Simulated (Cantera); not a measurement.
Feed: 1 mol C2F6, held at 0.133 bar.

These are equilibrium values from Cantera (NASA tables, ideal gas, pure condensed phases), not measurements of a reactor. Candidate condensed phases: C; 13 gas species. The feed counts by its element totals alone. The tables' values for C2F4 are old estimates; treat these amounts as uncertain. Gases not in the tables: C2F6 and larger saturated fluorocarbons. Kinetics and transport are ignored.

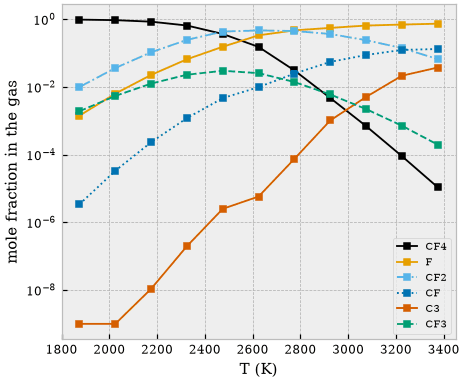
*Equilibrium gas composition (values under 1e-9 drawn at 1e-9)*

Read off the mole fractions at 2475 K.

CF2 about 0.44, CF4 about 0.37, F about 0.16, CF3 about 0.030, CF about 0.0047, C3 about 2.5e-6.
